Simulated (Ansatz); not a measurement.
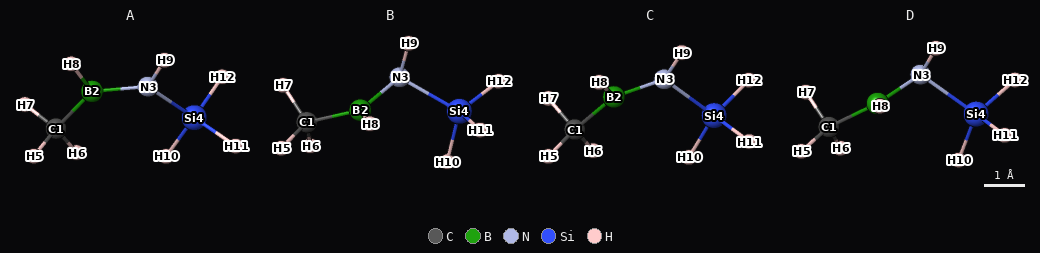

4 geometries from one relaxation of CH8BNSi (coarse preliminary run), in shuffled order. A ball-and-stick model, seen from a free direction.

The start comes from a force field.

These are results of Ansatz 0.2.0, RKS PBE-D4/def2-SVP, not measurements. (force threshold 0.03 eV/Å; at most 200 steps)

Order the frames from highest to lowest energy.

B, D, C, A. They are steps 0, 3, 7, 14, at +1.425 eV, +0.747 eV, +0.180 eV relative to the last. Over 13 accepted moves (14 points after the start) the energy falls by 1.425 eV. The largest force component goes from 1.9 to 0.022 eV/Å. The line search rejected the trial step at point 10 of the run. H8 moves most after the best rigid fit: 1.80 Å. By element the largest moves are H 1.80 Å, N 0.85 Å, B 0.54 Å, C 0.30 Å, Si 0.22 Å. Some distances before and after: Si4–H12 1.422 → 1.506 Å, B2–N3 1.505 → 1.421 Å, N3–H9 1.108 → 1.026 Å, B2–H8 1.158 → 1.225 Å. Among the angles between lasting bonds that change: B2–N3–Si4 111.1° → 132.0°, B2–N3–H9 104.7° → 114.2°, Si4–N3–H9 105.8° → 113.9°. Groups turn about C1–B2 by about 60°. The run took 25 s on 2 threads of Arm Neoverse V2 (shared host).
